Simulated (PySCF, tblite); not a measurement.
**C7H9O radical: geometry, infrared bands and EPR parameters**

Aim: predict the infrared bands and EPR parameters of C7H9O radical (`O=CC12CC[C](C1)C2`).

The runs use tblite 0.8.0 and PySCF 2.14.0, with density-fitted response routines of our own; the level of theory stands in each step. All values are computed, except where a source is named. Atoms are numbered from 0 throughout.

### Step 1. The starting structure

17 atoms, charge 0, multiplicity 2; geometry from: force field or distance geometry start.

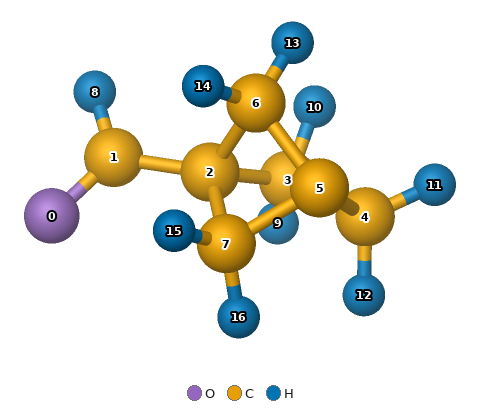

As it starts; oxygen purple, carbon amber, hydrogen blue, atoms numbered.

### Step 2. Geometry optimisation with GFN2-xTB

Job settings and geometry (Å):

```
{"job": {"kind": "relax", "xc": "GFN2-xTB", "basis": "xTB"}, "charge": 0, "multiplicity": 2}
O      2.383400    -0.512300    -1.445700
C      1.724600    -0.896500    -0.472000
C      0.499000    -0.252200    -0.117200
C     -0.800700    -0.963500    -0.086700
C     -1.720200     0.248500     0.024700
C     -0.683900     1.264700     0.498500
C      0.402000     0.472600     1.219400
C      0.284400     1.144100    -0.693800
H      2.091500    -1.739300     0.152600
H     -1.041800    -1.632500    -0.901700
H     -0.922400    -1.459500     0.923200
H     -2.549500     0.109600     0.722600
H     -2.035500     0.466800    -1.017900
H      0.040900    -0.142000     2.055800
H      1.350900     1.006800     1.374100
H      1.212100     1.714000    -0.584600
H     -0.241900     1.182700    -1.661100
```

On the command line:

```bash
$ OMP_NUM_THREADS=1 python probes_run.py task.json out
```

This one command runs all jobs of the session in turn.

Output:

```text
step      E/eV     max force
  0    -638.85316    3.426
  1    -639.09873    3.645
  2    -639.23721    0.965
  3    -639.32304    0.736
  4    -639.46843    0.712
  5    -639.51188    0.473
  6    -639.53623    0.357
  7    -639.55034    0.305
  8    -639.56991    0.450
  9    -639.59243    0.479
 10    -639.62021    0.477
 11    -639.65161    0.476
 12    -639.68531    0.503
 13    -639.71473    0.447
 14    -639.73591    0.301
 15    -639.75068    0.300
 16    -639.76390    0.302
 17    -639.77557    0.292
 18    -639.78389    0.251
 19    -639.78975    0.217
 20    -639.79469    0.162
 21    -639.79865    0.123
 22    -639.80134    0.098
 23    -639.80308    0.088
 24    -639.80445    0.085
 25    -639.80593    0.097
 26    -639.80766    0.111
 27    -639.80958    0.088
 28    -639.81145    0.093
 29    -639.81306    0.099
 30    -639.81432    0.084
 31    -639.81529    0.077
 32    -639.81603    0.068
 33    -639.81661    0.062
 34    -639.81703    0.051
 35    -639.81739    0.038
 36    -639.81771    0.035
 37    -639.81797    0.032
 38    -639.81819    0.033
 39    -639.81838    0.033
 40    -639.81856    0.033
 41    -639.81869    0.029
 42    -639.81881    0.026
 43    -639.81893    0.031
 44    -639.81910    0.037
 45    -639.81932    0.042
 46    -639.81953    0.045
 47    -639.81971    0.033
 48    -639.81987    0.026
 49    -639.82003    0.029
 50    -639.82017    0.031
 51    -639.82030    0.030
 52    -639.82044    0.031
 53    -639.82064    0.041
 54    -639.82090    0.041
 55    -639.82115    0.035
 56    -639.82136    0.031
 57    -639.82158    0.032
 58    -639.82187    0.049
 59    -639.82222    0.059
 60    -639.82256    0.094
 61    -639.82275    0.070
 62    -639.82304    0.082
 63    -639.82326    0.079
 64    -639.82352    0.047
 65    -639.82362    0.030
 66    -639.82369    0.019
 67    -639.82375    0.017
 68    -639.82383    0.020
 69    -639.82390    0.049
 70    -639.82392    0.034
 71    -639.82400    0.034
 72    -639.82407    0.041
 73    -639.82421    0.038
 74    -639.82428    0.024
 75    -639.82436    0.017
 76    -639.82440    0.024
 77    -639.82443    0.022
 78    -639.82445    0.009
```

Wall time 0.36 s (1 thread of Arm Neoverse V2, shared host).

Step by step: (not every step is listed)

| step | energy from step 0 (eV) | largest force (eV/Å) |
| --- | --- | --- |
| 0 | 0.0000 | 3.4260 |
| 1 | -0.2456 | 3.6453 |
| 2 | -0.3841 | 0.9654 |
| 3 | -0.4699 | 0.7357 |
| 4 | -0.6153 | 0.7124 |
| 5 | -0.6587 | 0.4734 |
| 6 | -0.6831 | 0.3570 |
| 7 | -0.6972 | 0.3050 |
| 8 | -0.7168 | 0.4499 |
| 14 | -0.8827 | 0.3011 |
| 20 | -0.9415 | 0.1620 |
| 26 | -0.9545 | 0.1105 |
| 32 | -0.9629 | 0.0681 |
| 38 | -0.9650 | 0.0332 |
| 44 | -0.9659 | 0.0373 |
| 50 | -0.9670 | 0.0311 |
| 56 | -0.9682 | 0.0312 |
| 62 | -0.9699 | 0.0820 |
| 68 | -0.9707 | 0.0195 |
| 73 | -0.9710 | 0.0380 |
| 74 | -0.9711 | 0.0243 |
| 75 | -0.9712 | 0.0172 |
| 76 | -0.9712 | 0.0237 |
| 77 | -0.9713 | 0.0220 |
| 78 | -0.9713 | 0.0094 |

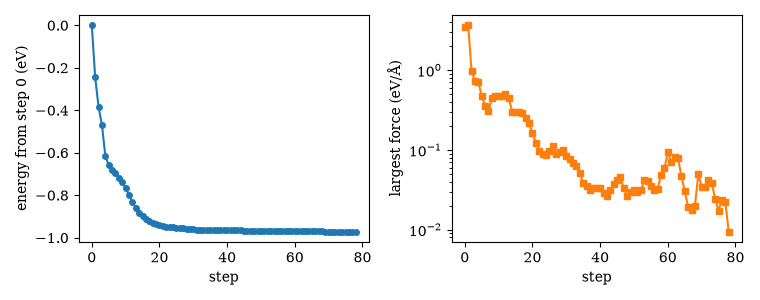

Energy and largest force along the relaxation.

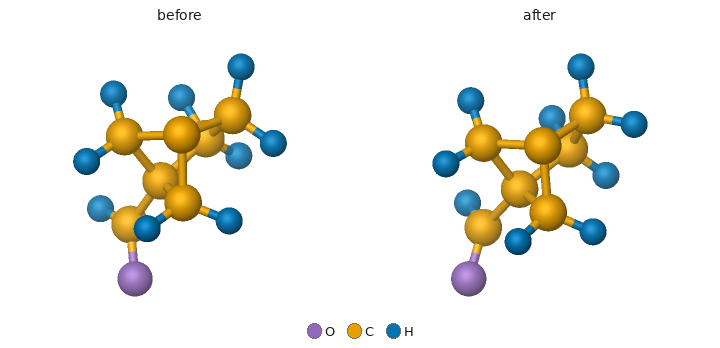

Before and after, at one scale.

Distances of close pairs at the start and the end, largest changes first:

| bond | before (Å) | after (Å) | change (Å) |
| --- | --- | --- | --- |
| C2–C3 | 1.482 | 1.540 | +0.058 |
| C1–C2 | 1.429 | 1.485 | +0.056 |
| C3–H10 | 1.132 | 1.090 | -0.042 |
| C2–C6 | 1.524 | 1.562 | +0.038 |
| O0–C1 | 1.237 | 1.201 | -0.036 |
| C3–C4 | 1.525 | 1.555 | +0.030 |
| C4–H12 | 1.111 | 1.088 | -0.023 |
| C5–C7 | 1.541 | 1.522 | -0.019 |

The final coordinates are the input of the step that follows.

### Step 3. Harmonic vibrations with GFN2-xTB

Job settings and geometry (Å):

```
{"job": {"kind": "ir", "xc": "GFN2-xTB", "basis": "xTB"}, "charge": 0, "multiplicity": 2}
O      2.745572    -0.609572    -0.990688
C      1.797486    -0.971106    -0.348572
C      0.539554    -0.208466    -0.145355
C     -0.810201    -0.945193    -0.223979
C     -1.734086     0.239097     0.178813
C     -0.638547     1.266202     0.380603
C      0.405907     0.550848     1.213152
C      0.245132     1.132502    -0.850952
H      1.814003    -1.922936     0.223665
H     -1.011804    -1.314081    -1.229027
H     -0.865647    -1.778754     0.475602
H     -2.296871     0.040998     1.088920
H     -2.427003     0.518832    -0.611950
H      0.076806    -0.017858     2.079017
H      1.285547     1.143972     1.442800
H      1.105409     1.793342    -0.869070
H     -0.238255     1.094202    -1.822892
```

Output:

```text
mode    cm-1     km/mol
  1      67.6      7.93
  2     175.7      6.17
  3     233.4      5.35
  4     318.0      4.95
  5     416.2      1.06
  6     438.9      0.80
  7     505.5      1.00
  8     639.9      4.25
  9     697.1     13.05
 10     810.8     19.78
 11     830.9      4.24
 12     840.3     17.85
 13     890.7      2.55
 14     923.1     40.79
 15     940.3      2.00
 16     967.4      0.52
 17     974.5      1.08
 18     992.6      0.09
 19    1028.0     22.48
 20    1044.4      8.47
 21    1100.9      5.14
 22    1136.6      2.79
 23    1149.5      1.27
 24    1169.1     10.39
 25    1179.0      4.84
 26    1186.3      1.70
 27    1201.4      7.26
 28    1222.5      2.49
 29    1249.6      1.81
 30    1284.4      3.75
 31    1360.4     22.08
 32    1465.2      0.75
 33    1473.8      0.15
 34    1480.0      1.80
 35    1502.6      0.14
 36    1759.0    543.95
 37    2723.1    127.62
 38    2991.2     12.65
 39    3004.4     25.47
 40    3013.0      3.08
 41    3018.9     91.02
 42    3024.2     30.86
 43    3030.5     48.79
 44    3041.8     20.30
 45    3052.2     31.61
```

It took 0.39 s on 1 thread of Arm Neoverse V2, shared host.

Which atoms move in the most intense modes:

| cm⁻¹ | km/mol | atoms |
| --- | --- | --- |
| 923 | 40.8 | C4 25 %, C5 22 %, H15 12 % |
| 1759 | 544.0 | C1 60 %, O0 39 % |
| 2723 | 127.6 | H8 94 % |
| 3004 | 25.5 | H9 62 %, H10 31 % |
| 3019 | 91.0 | H13 64 %, H11 16 % |
| 3024 | 30.9 | H12 59 %, H11 31 % |
| 3030 | 48.8 | H16 87 % |
| 3052 | 31.6 | H15 87 % |

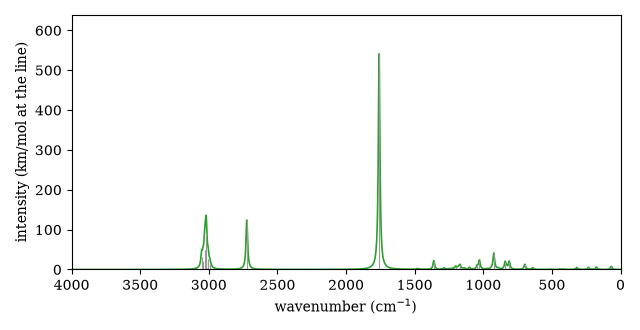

The infrared spectrum from these modes, unscaled. Lines are broadened to a width of 14 cm⁻¹ (Lorentzian).

### Step 4. EPR parameters: B3LYP/pcH-1

Settings changed since step 3:

```diff
@@ -1,2 +1,2 @@
-{"job": {"kind": "ir", "xc": "GFN2-xTB", "basis": "xTB"}, "charge": 0, "multiplicity": 2}
+{"job": {"kind": "epr", "basis": "pcH-1"}, "charge": 0, "multiplicity": 2}
 O      2.745572    -0.609572    -0.990688
```

Level: UKS B3LYP, pcH-1 on C H O, non-relativistic, mean-field spin-orbit, GIAO.

Output:

```text
UKS, coarse grid
  cycle   1  E = -347.13297151  |g| = 6.03e-01
  cycle   2  E = -346.58446707  |g| = 1.32e+00
  cycle   3  E = -347.27205763  |g| = 1.41e-01
  cycle   4  E = -347.27932034  |g| = 8.05e-02
  cycle   5  E = -347.28228735  |g| = 1.38e-02
  cycle   6  E = -347.28237475  |g| = 5.16e-03
  cycle   7  E = -347.28238896  |g| = 1.64e-03
  cycle   8  E = -347.28239187  |g| = 8.03e-04
UKS, final grid
  cycle   1  E = -347.28234358  |g| = 1.12e-03
  cycle   2  E = -347.28234276  |g| = 1.81e-03
  cycle   3  E = -347.28234414  |g| = 3.21e-04
  cycle   4  E = -347.28234418  |g| = 5.01e-05
  cycle   5  E = -347.28234418  |g| = 3.48e-05
  cycle   6  E = -347.28234418  |g| = 9.00e-06
E = -347.28234418 Eh   <S^2> = 0.7532 (exact 0.7500)
g shifts (ppm)      1          2          3
  rmc          -168       -168       -168
  gc             12         26         23
  oz_so         154        406        748
  total          -2        264        603
hyperfine (MHz)  atom isotope    a_iso     a_fc   dipolar eigenvalues
    0   17O      -0.95      -0.95     -9.52      2.81      6.71
    1   13C      30.17      30.17     -4.76     -3.21      7.96
    2   13C      75.89      75.89     -4.27     -4.05      8.33
    3   13C      40.96      40.96     -5.06     -3.78      8.85
    4   13C      18.87      18.87     -3.47     -3.35      6.82
    5   13C     316.47     316.47    -70.90    -70.35    141.25
    6   13C       3.68       3.68     -5.42     -3.38      8.80
    7   13C       2.33       2.33     -6.51     -3.80     10.31
    8    1H      16.40      16.40     -2.08     -0.70      2.78
    9    1H       0.49       0.49     -3.25     -1.44      4.69
   10    1H       0.88       0.88     -3.29     -1.36      4.64
   11    1H       6.34       6.34     -5.96     -4.30     10.27
   12    1H       6.09       6.09     -5.98     -4.28     10.26
   13    1H      -1.84      -1.84     -5.31     -3.28      8.59
   14    1H      17.76      17.76     -5.61     -4.60     10.21
   15    1H      17.12      17.12     -5.77     -4.62     10.39
   16    1H      -2.42      -2.42     -5.52     -3.17      8.69
```

Run time: 83 s. Hardware: 1 thread of Arm Neoverse V2, shared host; peak memory 0.97 GiB.

Principal g values 2.00232, 2.00258, 2.00292; g(iso) = 2.00261, against 2.00232 for a free electron.

Mean a(iso) over the nuclei that a row names, and the largest dipolar term of the row (other rows stand at the frozen geometry):

| nuclei | isotope | a(iso) (MHz) | a(iso) (G, at g = 2.0023) | largest dipolar term (MHz) |
| --- | --- | --- | --- | --- |
| C5 | 13C | 316.5 | 112.9 | 141.2 |
| C2 | 13C | 75.9 | 27.1 | 8.3 |
| C3 | 13C | 41.0 | 14.6 | 8.8 |
| C1 | 13C | 30.2 | 10.8 | 8.0 |
| C4 | 13C | 18.9 | 6.7 | 6.8 |
| H14, H15 | 1H | 17.4 | 6.2 | 10.4 |
| H8 | 1H | 16.4 | 5.9 | 2.8 |
| H11, H12 | 1H | 6.2 | 2.2 | 10.3 |
| C6, C7 | 13C | 3.0 | 1.1 | 10.3 |
| H13, H16 | 1H | -2.1 | -0.8 | 8.7 |
| O0 | 17O | -0.9 | -0.3 | -9.5 |
| H9, H10 | 1H | 0.7 | 0.2 | 4.7 |

Mulliken spin populations:

O0 0.02; C1 0.02; C2 0.04; C3 0.06; C4 -0.03; C5 0.90; C6 -0.01; C7 0.00; H8 0.01; H9 0.00; H10 0.00; H11 0.00; H12 0.00; H13 0.00; H14 0.01; H15 0.01; H16 0.00

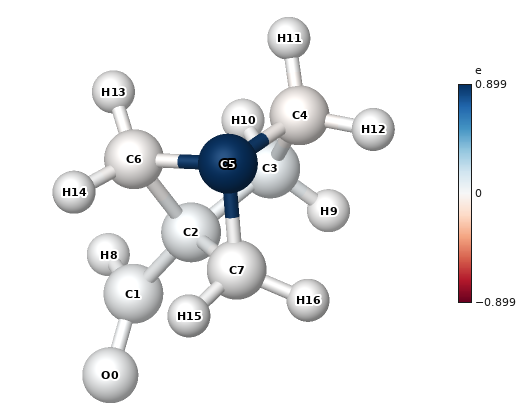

Mulliken spin populations, as colours on the atoms.

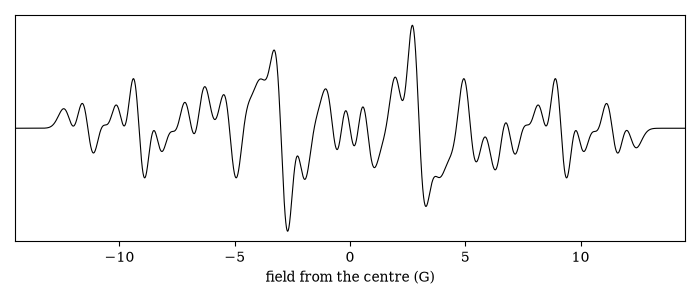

First-order isotropic spectrum (first derivative, main isotopes with spin only, couplings over 0.8 MHz, Gaussian width 0.3 G; couplings of the frozen geometry, rotation of groups not averaged beyond the rows shown).

Orbitals, density, ELF and potential are computed afterwards from the orbital file.

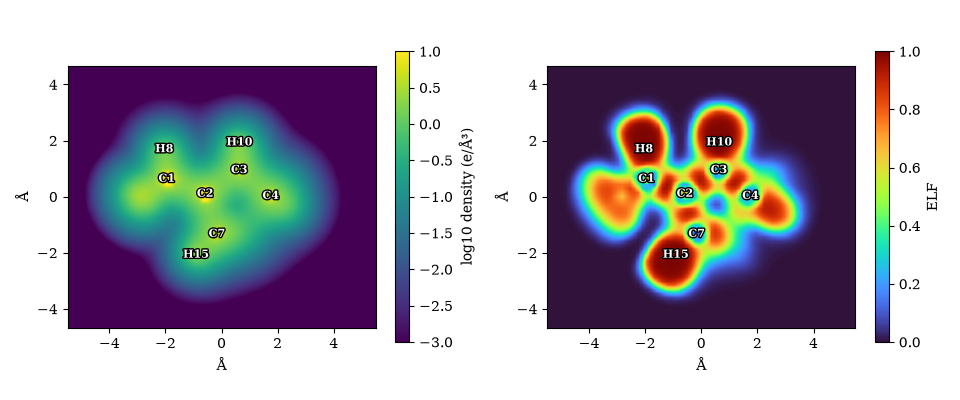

Density (left) and ELF (right) in a plane through or near 8 of the atoms.

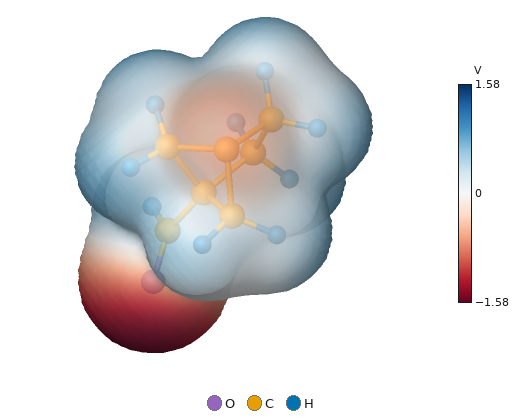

Electrostatic potential on the surface of density 0.002 e/bohr³; red is low, blue high. It runs from -1.58 V near O0 to 0.97 V near H8.

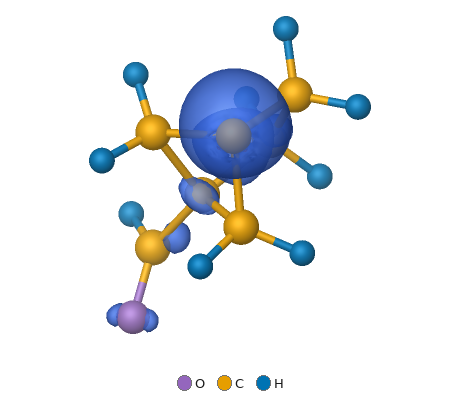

Spin density at ±0.05 e/Å³ (alpha excess blue, beta excess red).

### Step 5. What came out

| quantity | value |
| --- | --- |
| strongest single infrared mode (GFN2-xTB) | 1759 cm⁻¹, 544 km/mol |
| zero-point energy (GFN2-xTB) | 88.0 kcal/mol |
| g(iso) (B3LYP) | 2.00261 |
| ⟨S²⟩ | 0.753 (exact 0.75) |
| largest a(iso) (averaged by class) | 13C on C5, 316.5 MHz |
| surface potential, least and greatest | -1.58 V and 0.97 V |

In words: Over 78 steps the energy fell by 0.971 eV; of the close pairs, C2–C3 changed most, 1.482 to 1.540 Å. No mode is imaginary among the 45: a minimum at this level. The strongest single mode, at 1759 cm⁻¹, moves mainly C1 and O0. Unscaled tight-binding wavenumbers are off by several per cent, some by more. Its intensities can rank the bands wrongly. C5 carries the largest spin population, 0.90 e. The isotropic g lies 0.3 ppt above the free-electron value.
